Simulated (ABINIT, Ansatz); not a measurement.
**KBr (Fm-3m): third-order response**

Which lines does KBr (Fm-3m) show in Raman and infrared spectra?

Method: DFT LDA, scalar-relativistic, plane waves, PseudoDojo norm-conserving pseudopotentials, in ABINIT 10.8.3.

### Step 1. The structure

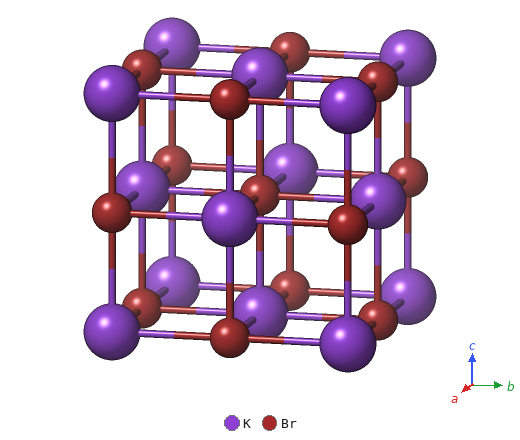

The cell as given, slightly off an axis (potassium purple, bromine red). This picture shows the conventional cell, with its axes. Some periodic images of atoms are drawn too.

### Step 2. Relaxation

The harmonic expansion needs vanishing forces, and a free crystal bears no stress, so cell and atoms are brought to rest. Stress is more sensitive to the basis than forces are: the last 3 Ha under the cutoff are smoothed with ecutsm, and the cutoff is raised above that of the later runs.

The starting cell comes from a relaxation made beforehand in Ansatz (LDA, PseudoDojo NC).

relax.abi

```
# relaxation
ionmov 2
optcell 2
dilatmx 1.08
ntime 40
tolmxf 1.0d-05
tolvrs 1.0d-14
prtwf 0
prtden 0
chksymtnons 0

# basis, mesh and filling
ecut 40.0
ecutsm 3.0
ngkpt 6 6 6
nshiftk 1
shiftk 0.0 0.0 0.0
istwfk *1
occopt 1
nband 8
nstep 100
diemac 9.0
prtebands 0
prtgsr 0

# cell and atoms
acell 3*1.0 Angstrom
rprim 
    0.0 3.185301656 3.185301656
    3.185301656 0.0 3.185301656
    3.185301656 3.185301656 0.0
ntypat 2
znucl 19 35
natom 2
typat 1 2
xred 
    0.0 0.0 0.0
    0.5 0.5 0.5
pp_dirpath "./pseudo"
pseudos "K.upf, Br.upf"
```

Started as:

```console
OMP_NUM_THREADS=1 mpirun -n 4 abinit relax.abi > relax.log
```

Numbers of over 12 decimals in the logs are rounded to 6 here.

relax.abo, the main output file:

```text
[banners, grids, parts of the stress and lines that vanish by symmetry left out]
- input  file    -> relax.abi
- output file    -> relax.abo
- root for input  files -> relaxi
[...]
Symmetries : space group Fm -3 m (#225); Bravais cF (face-center cubic)
[...]
mpw =        6710          nfft =      157464          nkpt =          16
[...]
== DATASET  1 ==================================================================
[...]
cutoff_energies: {ecut:  40.0, pawecutdg:  -1.0, }
[...]
ETOT  1  -45.809266376838    -4.581E+01 3.716E-02 1.041E+02
 ETOT  2  -45.832791523315    -2.353E-02 1.519E-05 6.017E+00
 ETOT  3  -45.833306252346    -5.147E-04 9.072E-06 1.869E-01
 ETOT  4  -45.833312106209    -5.854E-06 5.534E-07 2.395E-03
 ETOT  5  -45.833312164975    -5.877E-08 2.694E-09 1.534E-04
[...]
At SCF step   12       vres2   =  3.90E-15 < tolvrs=  1.00E-14 =>converged.
[...]
sigma(1 1)=  1.58936854E-07  sigma(3 2)=  0.00000000E+00
  sigma(2 2)=  1.58936854E-07  sigma(3 1)=  0.00000000E+00
  sigma(3 3)=  1.58936854E-07  sigma(2 1)=  0.00000000E+00
[...]
convergence: {deltae:  3.553E-13, res2:  3.902E-15, residm:  4.477E-19, diffor: null, }
etotal    :  -4.58333122E+01
[...]
ETOT  1  -45.833312178998    -4.583E+01 5.648E-13 9.946E-06
[...]
At SCF step    7       vres2   =  5.36E-15 < tolvrs=  1.00E-14 =>converged.
[...]
sigma(1 1)=  1.49083468E-07  sigma(3 2)=  0.00000000E+00
  sigma(2 2)=  1.49083468E-07  sigma(3 1)=  0.00000000E+00
  sigma(3 3)=  1.49083468E-07  sigma(2 1)=  0.00000000E+00
[...]
convergence: {deltae:  1.457E-12, res2:  5.363E-15, residm:  7.010E-18, diffor: null, }
etotal    :  -4.58333122E+01
[...]
ETOT  1  -45.833312075512    -4.583E+01 6.663E-08 2.275E-03
[...]
ETOT  8  -45.833312186738    -7.176E-13 1.542E-17 1.069E-13
 ETOT  9  -45.833312186738     2.913E-13 3.056E-19 1.115E-15
 At SCF step    9       vres2   =  1.12E-15 < tolvrs=  1.00E-14 =>converged.
[...]
sigma(1 1)= -7.73905560E-11  sigma(3 2)=  0.00000000E+00
  sigma(2 2)= -7.73905556E-11  sigma(3 1)=  0.00000000E+00
  sigma(3 3)= -7.73905556E-11  sigma(2 1)=  0.00000000E+00
[...]
convergence: {deltae:  2.913E-13, res2:  1.115E-15, residm:  3.056E-19, diffor: null, }
etotal    :  -4.58333122E+01
[...]
At Broyd/MD step   3, gradients are converged :
[...]
sigma(1 1)= -7.73905560E-11  sigma(3 2)=  0.00000000E+00
  sigma(2 2)= -7.73905556E-11  sigma(3 1)=  0.00000000E+00
  sigma(3 3)= -7.73905556E-11  sigma(2 1)=  0.00000000E+00
[...]
- sigma(1 1)= -2.27690877E-06  sigma(3 2)=  0.00000000E+00
- sigma(2 2)= -2.27690875E-06  sigma(3 1)=  0.00000000E+00
- sigma(3 3)= -2.27690875E-06  sigma(2 1)=  0.00000000E+00
[...]
fcart     -0.0000000000E+00 -0.0000000000E+00 -0.0000000000E+00
           strten     -7.7390555986E-11 -7.7390555553E-11 -7.7390555553E-11
================================================================================

[key lines of the parts left out:]
pressure_GPa:   2.2769E-06
Total energy (etotal) [Ha]= -4.58333121867381E+01
```

The job ended after 34 s (4 MPI ranks of Intel Xeon at 2.70GHz, shared host; 2.2 min of CPU time).

Little changed from the start: no atom moved by 0.005 Å and no cell edge by 0.1 %.

Numbers from this step:

* volume per atom: 32.31 Å³
* pressure: 2.28e-6 GPa

### Step 3. Ground state

The response is built on these wavefunctions, so the potential is converged far more tightly than an energy would need. The mesh is shifted off Γ, since shifted meshes converge sums over the zone faster.

gs.abi

```
# ground state
tolvrs 1.0d-16
prtden 1
prtwf 1

# basis, mesh and filling
ecut 32.0
ngkpt 4 4 4
nshiftk 4
shiftk 
    0.5 0.5 0.5
    0.5 0.0 0.0
    0.0 0.5 0.0
    0.0 0.0 0.5
istwfk *1
occopt 1
nband 8
nstep 100
diemac 9.0
prtebands 0
prtgsr 0

# cell and atoms
acell 3*1.0 Angstrom
rprim 
    0.0 3.185056728 3.185056728
    3.185056728 0.0 3.185056728
    3.185056728 3.185056728 0.0
ntypat 2
znucl 19 35
natom 2
typat 1 2
xred 
    0.0 0.0 0.0
    0.5 0.5 0.5
pp_dirpath "./pseudo"
pseudos "K.upf, Br.upf"
```

Started as:

```console
OMP_NUM_THREADS=1 mpirun -n 4 abinit gs.abi > gs.log
```

gs.abo, the main output file:

```text
[banners, grids, parts of the stress and lines that vanish by symmetry left out]
- input  file    -> gs.abi
- output file    -> gs.abo
- root for input  files -> gsi
[...]
Symmetries : space group Fm -3 m (#225); Bravais cF (face-center cubic)
[...]
mpw =        3779          nfft =       91125          nkpt =          10
[...]
== DATASET  1 ==================================================================
[...]
cutoff_energies: {ecut:  32.0, pawecutdg:  -1.0, }
[...]
ETOT  1  -45.800224485227    -4.580E+01 1.214E-01 5.617E+01
 ETOT  2  -45.832865120076    -3.264E-02 5.291E-05 2.445E+00
 ETOT  3  -45.833233255709    -3.681E-04 5.231E-06 1.239E-01
 ETOT  4  -45.833241003792    -7.748E-06 6.436E-07 8.443E-04
 ETOT  5  -45.833241046641    -4.285E-08 3.263E-09 7.930E-05
[...]
ETOT 13  -45.833241056351    -3.482E-13 1.199E-20 1.173E-16
 ETOT 14  -45.833241056351     3.482E-13 5.015E-22 5.107E-18
 At SCF step   14       vres2   =  5.11E-18 < tolvrs=  1.00E-16 =>converged.
[...]
sigma(1 1)=  2.12670959E-06  sigma(3 2)=  0.00000000E+00
  sigma(2 2)=  2.12670959E-06  sigma(3 1)=  0.00000000E+00
  sigma(3 3)=  2.12670959E-06  sigma(2 1)=  0.00000000E+00
[...]
convergence: {deltae:  3.482E-13, res2:  5.107E-18, residm:  5.015E-22, diffor: null, }
etotal    :  -4.58332411E+01
[...]
sigma(1 1)=  2.12670959E-06  sigma(3 2)=  0.00000000E+00
  sigma(2 2)=  2.12670959E-06  sigma(3 1)=  0.00000000E+00
  sigma(3 3)=  2.12670959E-06  sigma(2 1)=  0.00000000E+00
[...]
- sigma(1 1)=  6.25699565E-02  sigma(3 2)=  0.00000000E+00
- sigma(2 2)=  6.25699565E-02  sigma(3 1)=  0.00000000E+00
- sigma(3 3)=  6.25699565E-02  sigma(2 1)=  0.00000000E+00
[...]
fcart     -0.0000000000E+00 -0.0000000000E+00 -0.0000000000E+00
           strten      2.1267095939E-06  2.1267095939E-06  2.1267095939E-06
================================================================================

[key lines of the parts left out:]
pressure_GPa:  -6.2570E-02
```

Run time: 7.7 s. Hardware: 4 MPI ranks; 30 s of CPU time.

This step gave:

| Quantity | Value |
| --- | --- |
| pressure | -0.06257 GPa |

The cell stands at -0.063 GPa, close enough for phonons.

### Step 4. Empty bands

Empty bands on the ground state's density check that the gap assumed so far is there in this cell.

gap.abi

```
# empty bands on the ground state's density
iscf -2
getden_filepath "gso_DEN"
tolwfr 1.0d-12
nbdbuf 2
prtwf 0

# basis, mesh and filling
ecut 32.0
ngkpt 6 6 6
nshiftk 1
shiftk 0.0 0.0 0.0
istwfk *1
occopt 1
nband 12
nstep 100
diemac 9.0
prtebands 0
prtgsr 0

# cell and atoms
acell 3*1.0 Angstrom
rprim 
    0.0 3.185056728 3.185056728
    3.185056728 0.0 3.185056728
    3.185056728 3.185056728 0.0
ntypat 2
znucl 19 35
natom 2
typat 1 2
xred 
    0.0 0.0 0.0
    0.5 0.5 0.5
pp_dirpath "./pseudo"
pseudos "K.upf, Br.upf"
```

Started as:

```console
OMP_NUM_THREADS=1 mpirun -n 4 abinit gap.abi > gap.log
```

gap.abo, the main output file:

```text
[banners, grids, parts of the stress and lines that vanish by symmetry left out]
- input  file    -> gap.abi
- output file    -> gap.abo
- root for input  files -> gapi
[...]
Symmetries : space group Fm -3 m (#225); Bravais cF (face-center cubic)
[...]
mpw =        3812          nfft =       91125          nkpt =          16
[...]
== DATASET  1 ==================================================================
[...]
cutoff_energies: {ecut:  32.0, pawecutdg:  -1.0, }
[...]
-outvars: echo values of variables after computation
            acell      1.8897261259E+00  1.8897261259E+00  1.8897261259E+00 Bohr
================================================================================
```

The job ended after 8.4 s (4 MPI ranks).

Numbers from this step:

```
gap on the k-mesh : 4.324 eV
```

In this cell the gap on the mesh is 4.3 eV, direct, so fixed occupations hold.

### Step 5. Linear response at Γ

The derivative of the wavefunctions by k comes first, since the response to a field is built on it; then the field and the displacements that symmetry doesn't supply are solved at q = 0. By the 2n+1 theorem the first-order wavefunctions also give third derivatives: Raman tensors and the non-linear susceptibility.

It reads the wavefunctions written in step 3.

dfpt_gamma.abi

```
ndtset 3

# common to the responses
getwfk_filepath "gso_WFK"
kptopt 2
nqpt 1
qpt 0.0 0.0 0.0
asr 0
chneut 0

# d/dk
rfelfd1 2
rfdir1 1 1 1
iscf1 -3
tolwfr1 1.0d-20

# displacements, field
rfphon2 1
rfatpol2 1 2
rfdir2 1 1 1
rfelfd2 3
getddk2 1
tolvrs2 1.0d-10
prepanl2 1
prtden2 1

# third order
optdriver3 5
getden_filepath3 "gso_DEN"
get1den3 2
get1wf3 2
getddk3 1
d3e_pert1_elfd3 1
d3e_pert1_phon3 1
d3e_pert1_atpol3 1 2
d3e_pert1_dir3 1 1 1
d3e_pert2_elfd3 1
d3e_pert2_dir3 1 1 1
d3e_pert3_elfd3 1
d3e_pert3_dir3 1 1 1
usepead3 1
tolvrs3 1.0d-10

# basis, mesh and filling
ecut 32.0
ngkpt 4 4 4
nshiftk 4
shiftk 
    0.5 0.5 0.5
    0.5 0.0 0.0
    0.0 0.5 0.0
    0.0 0.0 0.5
istwfk *1
occopt 1
nband 8
nstep 100
diemac 9.0
prtebands 0
prtgsr 0

# cell and atoms
acell 3*1.0 Angstrom
rprim 
    0.0 3.185056728 3.185056728
    3.185056728 0.0 3.185056728
    3.185056728 3.185056728 0.0
ntypat 2
znucl 19 35
natom 2
typat 1 2
xred 
    0.0 0.0 0.0
    0.5 0.5 0.5
pp_dirpath "./pseudo"
pseudos "K.upf, Br.upf"
```

Started as:

```console
OMP_NUM_THREADS=1 mpirun -n 4 abinit dfpt_gamma.abi > dfpt_gamma.log
```

dfpt_gamma.abo, the main output file:

```text
[banners, grids, parts of the stress and lines that vanish by symmetry left out]
- input  file    -> dfpt_gamma.abi
- output file    -> dfpt_gamma.abo
- root for input  files -> dfpt_gammai
[...]
DATASET    1 : space group Fm -3 m (#225); Bravais cF (face-center cubic)
[...]
nfft =       91125          nkpt =         128
[...]
DATASET    2 : space group Fm -3 m (#225); Bravais cF (face-center cubic)
[...]
nfft =       91125          nkpt =         128
[...]
DATASET    3 : space group Fm -3 m (#225); Bravais cF (face-center cubic)
[...]
mpw =        3779          nfft =       91125          nkpt =         128
[...]
== DATASET  1 ==================================================================
[...]
cutoff_energies: {ecut:  32.0, pawecutdg:  -1.0, }
[...]
- 35.00000   7.00000  180309                  znucl, zion, pspdat
[...]
Perturbation : derivative vs k along direction   1
[...]
-ETOT  1  -12.532018468832     -1.253E+01 4.145E-02 0.000E+00
 ETOT  2  -12.586724916417     -5.471E-02 1.135E-03 0.000E+00
 ETOT  3  -12.587296156453     -5.712E-04 2.015E-05 0.000E+00
 ETOT  4  -12.587304015935     -7.859E-06 7.329E-07 0.000E+00
 ETOT  5  -12.587304149773     -1.338E-07 2.259E-08 0.000E+00
[...]
At SCF step   14   max residual=  9.98E-21 < tolwfr=  1.00E-20 =>converged.
[...]
Perturbation : derivative vs k along direction   2
[...]
-ETOT  1  -12.532018468612     -1.253E+01 4.145E-02 0.000E+00
[...]
At SCF step   14   max residual=  9.96E-21 < tolwfr=  1.00E-20 =>converged.
[...]
Perturbation : derivative vs k along direction   3
[...]
-ETOT  1  -12.532018468393     -1.253E+01 4.145E-02 0.000E+00
[...]
At SCF step   14   max residual=  9.98E-21 < tolwfr=  1.00E-20 =>converged.
[...]
1        1       1.3488785376    0.0000000000
     1        2       0.6744392688    0.0000000000
     1        3       0.6744392688    0.0000000000
     2        1       0.6744392688    0.0000000000
     2        2       1.3488785376    0.0000000000
     2        3       0.6744392688   -0.0000000000
     3        1       0.6744392688    0.0000000000
     3        2       0.6744392688   -0.0000000000
     3        3       1.3488785376    0.0000000000
[...]
== DATASET  2 ==================================================================
[...]
cutoff_energies: {ecut:  32.0, pawecutdg:  -1.0, }
[...]
Perturbation : displacement of atom   1   along direction   1
[...]
-ETOT  1   5.353880     -2.369E+03 7.120E+00 4.088E+02
[...]
At SCF step   13       vres2   =  4.60E-12 < tolvrs=  1.00E-10 =>converged.
[...]
Perturbation : displacement of atom   2   along direction   1
[...]
-ETOT  1   1.684460     -6.256E+02 3.862E+00 9.219E+02
[...]
At SCF step   11       vres2   =  5.20E-12 < tolvrs=  1.00E-10 =>converged.
[...]
Perturbation : homogeneous electric field along direction   1
[...]
-ETOT  1  -41.174893222991     -4.117E+01 6.915E-01 2.943E+04
[...]
At SCF step   11       vres2   =  8.84E-11 < tolvrs=  1.00E-10 =>converged.
[...]
Perturbation : homogeneous electric field along direction   2
[...]
-ETOT  1  -41.174893222365     -4.117E+01 6.915E-01 2.943E+04
[...]
At SCF step   11       vres2   =  8.84E-11 < tolvrs=  1.00E-10 =>converged.
[...]
Perturbation : homogeneous electric field along direction   3
[...]
-ETOT  1  -41.174893221728     -4.117E+01 6.915E-01 2.943E+04
[...]
ETOT 10  -49.893881771117     -3.764E-11 6.432E-13 6.314E-10
 ETOT 11  -49.893881771117     -6.324E-13 5.182E-14 8.838E-11
 At SCF step   11       vres2   =  8.84E-11 < tolvrs=  1.00E-10 =>converged.
[...]
Dielectric tensor, in cartesian coordinates,
[...]
1    4   1    4         2.7590983585        -0.0000000000
   1    4   2    4        -0.0000000000        -0.0000000000
   1    4   3    4        -0.0000000000        -0.0000000000
   2    4   1    4        -0.0000000000        -0.0000000000
   2    4   2    4         2.7590983585        -0.0000000000
   2    4   3    4        -0.0000000000        -0.0000000000
   3    4   1    4        -0.0000000000        -0.0000000000
   3    4   2    4        -0.0000000000        -0.0000000000
   3    4   3    4         2.7590983585        -0.0000000000
  Effective charges, in cartesian coordinates,
[...]
1    1   1    4         1.1020480776         0.0000000000
   2    1   1    4        -0.0000000000         0.0000000000
   3    1   1    4         0.0000000000         0.0000000000
   1    2   1    4        -1.1016702520         0.0000000000
   2    2   1    4         0.0000000000         0.0000000000
[...]
Effective charges, in cartesian coordinates,
[...]
2    4   1    2         0.0000000000         0.0000000000
   3    4   1    2         0.0000000000         0.0000000000
   1    4   2    2         0.0000000000         0.0000000000
   2    4   2    2        -1.1016701817         0.0000000000
   3    4   2    2         0.0000000000         0.0000000000
   1    4   3    2        -0.0000000000         0.0000000000
   2    4   3    2        -0.0000000000         0.0000000000
   3    4   3    2        -1.1016701817         0.0000000000
  Phonon wavevector (reduced coordinates) :  0.00000  0.00000  0.00000
 Phonon energies in Hartree :
[...]
Phonon frequencies in cm-1    :
-  3.711237E-01  3.711239E-01  3.711242E-01  1.300380E+02  1.300380E+02
-  1.300380E+02
  Phonon at Gamma, with non-analyticity in the
[...]
Phonon energies in Hartree :
[...]
Phonon frequencies in cm-1    :
-  3.711237E-01  3.711239E-01  3.713446E-01  1.300380E+02  1.300380E+02
-  1.722626E+02
  Phonon at Gamma, with non-analyticity in the
[...]
Phonon energies in Hartree :
[...]
Phonon frequencies in cm-1    :
-  3.711237E-01  3.711242E-01  3.713443E-01  1.300380E+02  1.300380E+02
-  1.722626E+02
  Phonon at Gamma, with non-analyticity in the
[...]
Phonon energies in Hartree :
[...]
Phonon frequencies in cm-1    :
-  3.711239E-01  3.711242E-01  3.713441E-01  1.300380E+02  1.300380E+02
-  1.722626E+02
[...]
== DATASET  3 ==================================================================
[...]
cutoff_energies: {ecut:  32.0, pawecutdg:  -1.0, }
[...]
1          1       -0.000000000       -0.000000000       -0.000000000
[...]
1          2       -0.000000000       -0.000000000       -0.000000000
[...]
1          3       -0.000000000       -0.000000000       -0.000000000
[...]
2          1       -0.000000000       -0.000000000       -0.000000000
[...]
2          2       -0.000000000       -0.000000000       -0.000000000
[...]
2          3       -0.000000000       -0.000000000       -0.000000000
[...]
strten2     0.0000000000E+00  0.0000000000E+00  0.0000000000E+00
           strten3     0.0000000000E+00  0.0000000000E+00  0.0000000000E+00
================================================================================
```

The job ended after 7.1 min (4 MPI ranks).

Read from the output:

```yaml
miss_of_the_charge_sum_rule: 3.78e-4 e
largest_acoustic_frequency_at_the_zone_centre_before_the_sum_rule: 0.37 cm⁻¹
highest_optical_zone_centre_mode_no_lo_to_term: 130.0 cm⁻¹
lowest_optical_zone_centre_mode: 130.0 cm⁻¹
mean_high_frequency_dielectric_constant: 2.759
largest_born_charge_in_size_third_of_the_trace: 1.102 e
```

Born charge (rows field, columns displacement), before the sum rule (e), principal values of the symmetric part by kind of site:

| atom | atoms with these values | low | middle | high | mean |
| --- | --- | --- | --- | --- | --- |
| K1 | 1 | 1.10 | 1.10 | 1.10 | 1.10 |
| Br2 | 1 | -1.10 | -1.10 | -1.10 | -1.10 |

In full for K1:

```
1.10 0.00 0.00
0.00 1.10 0.00
0.00 0.00 1.10
```

High-frequency dielectric tensor:

```
2.76 0.00 0.00
0.00 2.76 0.00
0.00 0.00 2.76
```

The acoustic modes at Γ come out as far as 0.4 cm⁻¹ from zero, where they should vanish, a small numerical error; the Born charges miss their sum rule by 3.8e-4 e, which is good.

[end of part 1 of 2]

[Host names and launcher messages were left out of these logs when they were recorded.]

[Logs are printed without paths, hosts, clocks, repeated set-up lines and the standing remarks that a program may print on its own settings, such as how far it seeks lower states.]

[Hosts, paths, dates, database ids (printed as entryN), source tags and the programs' standing remarks are cut or masked in the printed files.]
